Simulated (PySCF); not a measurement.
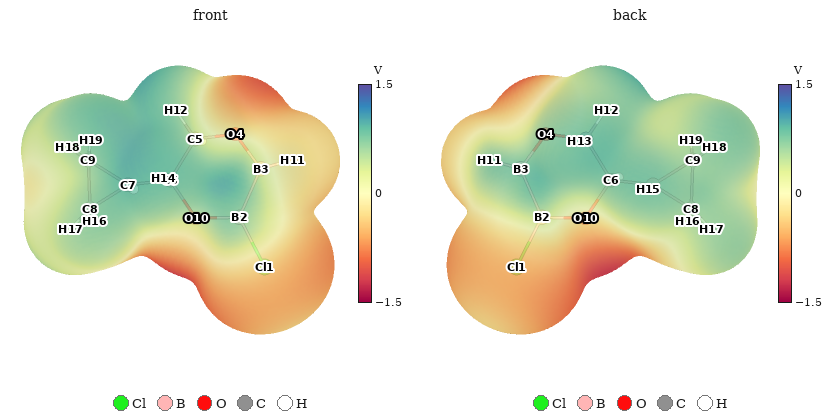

The picture shows: C₅H₉B₂ClO₂. The molecular electrostatic potential painted on the density surface at 0.001 e/bohr³, seen from the front and from behind; red is negative and blue positive.

Geometry: GFN2-xTB.

Method: PBE0/pcSseg-1, SCF density, gas phase, non-relativistic in PySCF.

```tsv
atom	x (Å)	y (Å)	z (Å)
Cl	2.2435	1.7607	-2.7216
B	1.8777	0.6657	-1.4245
B	2.8856	-0.3679	-0.5343
O	2.3979	-0.7243	0.6613
C	1.1593	-0.2197	1.1204
C	0.1098	-0.1184	0.0046
C	-1.1831	0.4640	0.5296
C	-2.4818	0.1164	-0.1341
C	-2.1688	-0.4260	1.2252
O	0.5778	0.6948	-1.0622
H	3.9081	-0.8853	-0.7890
H	0.7991	-0.8951	1.9016
H	1.3225	0.7735	1.5564
H	-0.0705	-1.1260	-0.3993
H	-1.0694	1.4759	0.8972
H	-2.4558	-0.5615	-0.9730
H	-3.2297	0.8882	-0.2235
H	-2.7005	-0.0303	2.0765
H	-1.9315	-1.4755	1.3118
```

Question: Where is the surface potential most negative and most positive?

Answer: The most negative region (about −1.2 V, or −28 kcal/mol for a unit charge) lies over O10, the most positive (about +1.0 V, or +23 kcal/mol for a unit charge) over the B, C and H atoms. O10 is the likeliest acceptor of a hydrogen bond.

Question: What dipole moment does the calculation give?

Answer: Its dipole moment is 3.73 D.
